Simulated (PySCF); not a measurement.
## A study: H$_{7}$NSi$_{2}$, SMILES `[SiH3]N[SiH3]`

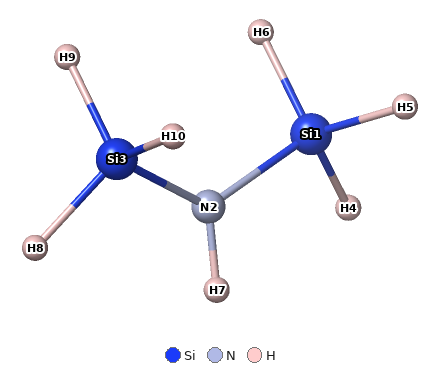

The molecule, with its atoms numbered as below. No frequency check shows the geometry to be a minimum.

Geometry (Å), atoms numbered from 1:

```
Si1     -1.5618    0.1386   -0.0043
N2      -0.0001   -0.6082    0.0473
Si3      1.5618    0.1386   -0.0043
H4      -2.5164   -0.9183    0.3325
H5      -1.8640    0.6847   -1.3336
H6      -1.5550    1.2176    0.9802
H7      -0.0000   -1.5919   -0.1684
H8       2.5164   -0.9183    0.3325
H9       1.5551    1.2176    0.9802
H10      1.8640    0.6847   -1.3336
```

### 1. Bonding charge

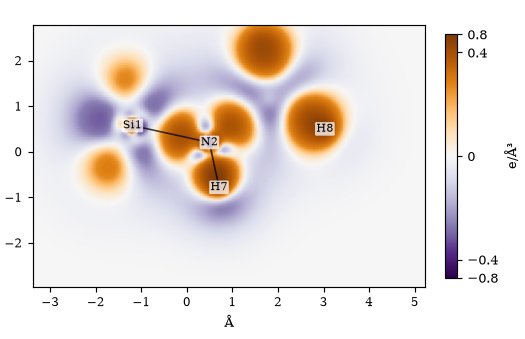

Deformation density (molecule less spherical, spin-averaged free atoms) in the plane of Si1, N2, H7 and H8; colour scale in e/Å³, logarithmic beyond ±0.1; orange: gain, purple: loss.

Computed with PySCF, PBE/def2-TZVP, geometry: GFN2-xTB.

Q: How much density has each bond in this plane gained at its critical point, relative to the free atoms?

A: N2–H7: +0.75 e/Å³ at the bond critical point (bond length 1.01 Å, Mayer order 0.9). Si1–N2: +0.13 e/Å³ at the bond critical point (bond length 1.73 Å, Mayer order 1.2). In all, 2.3 electrons gather in the regions of gain relative to the promolecule. A small or negative value marks a very polar bond, one between electron-rich atoms, whose free-atom densities already overlap strongly, a long bond to a heavier atom, or a closed-shell contact such as a hydrogen bond.

Q: Where do the Hirshfeld charges lie?

A: The highest Hirshfeld charge is on Si1 and Si3 (+0.33 e), the lowest on N2 (−0.31 e).

### 2. Local ionisation energy

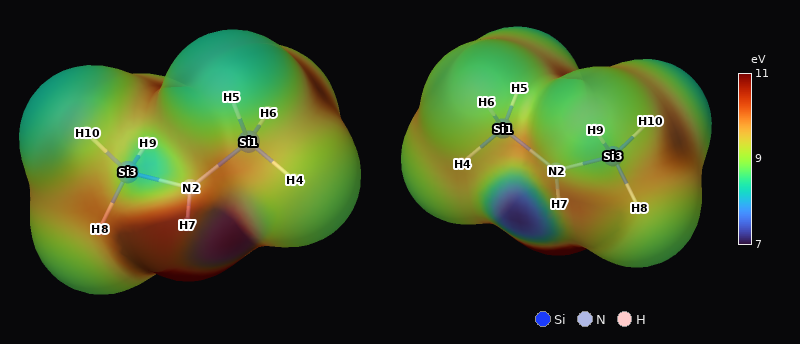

Average local ionisation energy on the surface of electron density 0.001 a.u. (back view left, front view right).

Q: Locate the minima of the map.

A: The lowest value is 7.3 eV, off the N2–H7 bond (2.0 to 2.2 Å from its atoms). Further minima include 8.3 eV, off the N2–H7 bond (2.0 Å from its atoms); 8.3 eV, 1.5 Å from H10, and at like points elsewhere. For comparison, the highest occupied orbital lies at −6.1 eV.

### 3. In an electric field

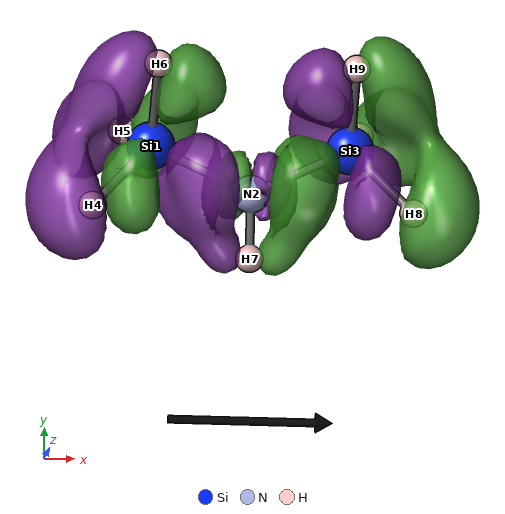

Change of the electron density in a uniform field of 0.21 V/Å along +x (arrow), surfaces at ±0.0015 e/Å³ (purple: gain, green: loss).

PySCF calculation, PBE/def2-TZVP, gas phase; geometry: GFN2-xTB. A basis without diffuse functions makes polarisabilities too small.

Q: How large is the response?

A: The induced dipole is 0.71 D (along the field); α along this axis, from the fields in both directions, is 70 bohr³ (10.4 Å³).

Q: Which atoms gain and lose the most charge?

A: Electrons gather most on Si1 (Hirshfeld charge changes by −0.009 e) and leave H8 most (+0.009 e); 0.060 electrons are displaced in all.

### 4. Removing or adding an electron

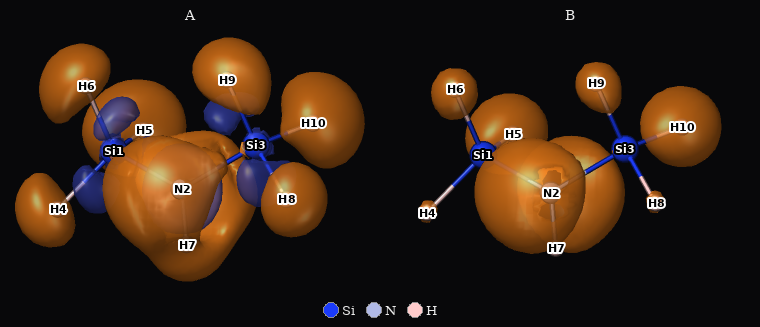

The Fukui function f⁻ from two separate SCF calculations and the density of the HOMO, at ±0.015 e/Å³ (orange positive, blue negative).

Level of theory: PBE/def2-TZVP (PySCF), at a geometry from GFN2-xTB.

Q: Which panel is which, and how good is the frozen-orbital picture?

A: A is f⁻ (it has negative regions), B the HOMO density. The HOMO lies on N2 (53 %), Si1 and Si3 (11 % each) and H5 and H10 (7 % each); f⁻ (Hirshfeld-condensed) is largest on N2 (0.21) and Si1 and Si3 (0.13 each); the vertical ionisation energy is 9.21 eV (the stability of the cation's solution wasn't checked). Relaxation shifts 32 % of the electron between atoms. The orbital energy is −6.08 eV.
